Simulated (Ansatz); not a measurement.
Input file:

```
crystal:
  lattice:
    - [0.0, 2.6825441072, 2.6825441073]
    - [5.337343305, 2.6825441073, 2.6825441073]
    - [5.3373433049, 5.3650882146, 1.0e-10]
  atoms:
    - { symbol: Mo, position: [0.5, 0.5, 0.0], spin: 3.0, spin_axis: [0.0, 0.0, 1.0] }
    - { symbol: Se, position: [0.0, 0.0, 0.0] }
    - { symbol: Mo, position: [0.5, 0.5, 0.5], spin: 3.0, spin_axis: [0.0, 0.0, -1.0] }
    - { symbol: Se, position: [0.0, 0.0, 0.5] }
basis:
  ecutwfc: 420
  ecutrho_ratio: 4
kpoints:
  mp_grid: { grid: [12, 12, 6] }
hamiltonian:
  xc: pbe
scf:
  occupations: { method: gaussian, width: 0.05 }
output:
  forces: true
  stress: true
  eigenvalues: true
  populations: true
  dos: { projected: true, de: 0.02 }
  write_density: true
  write_potential: true
  elf: true
  volumetric_format: npy
magnetization:
  noncollinear: true
  spin_orbit: true
```

Run with:

```sh
ansatz run input.yaml --threads 2 --pin off --max-ram 2662MiB --backend cpu --events-out ev --progress --plain --runs-dir out
```

Space group I4/mmm; started from the rocksalt prototype, which need not be the ambient phase.

Theory: DFT PBE, spin-orbit coupling, plane waves, PAW in Ansatz.

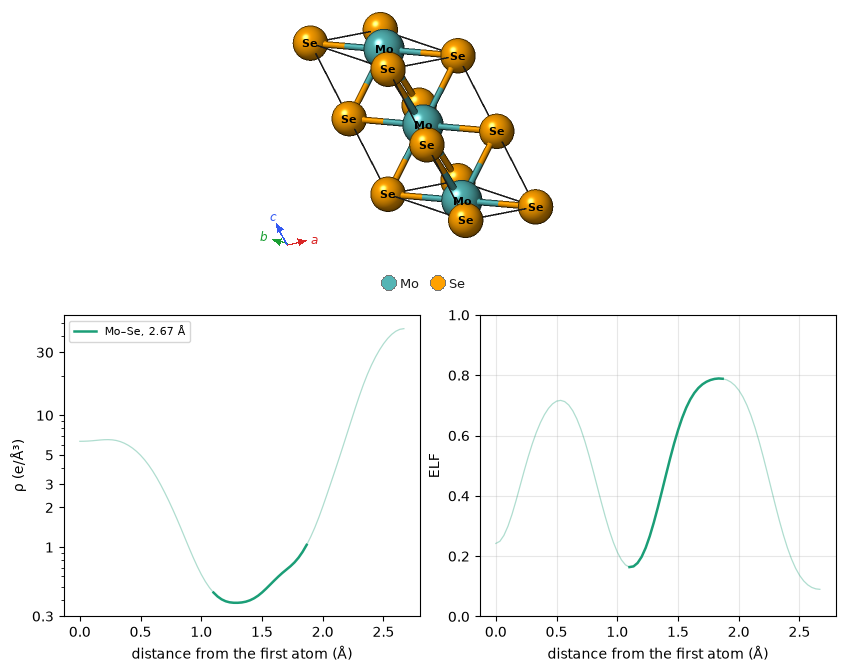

MoSe. Valence pseudo-density and ELF along straight lines between neighbouring atoms. Thin, pale parts lie inside the atomic spheres. The structure is drawn too.

In a PAW calculation such maps are meaningful between the atoms, not at the nuclei.

What can be read from the curves?

Answer. Mo–Se (2.67 Å): the density is about 0.38 e/Å³ at the midpoint; the ELF is about 0.35 at the midpoint.
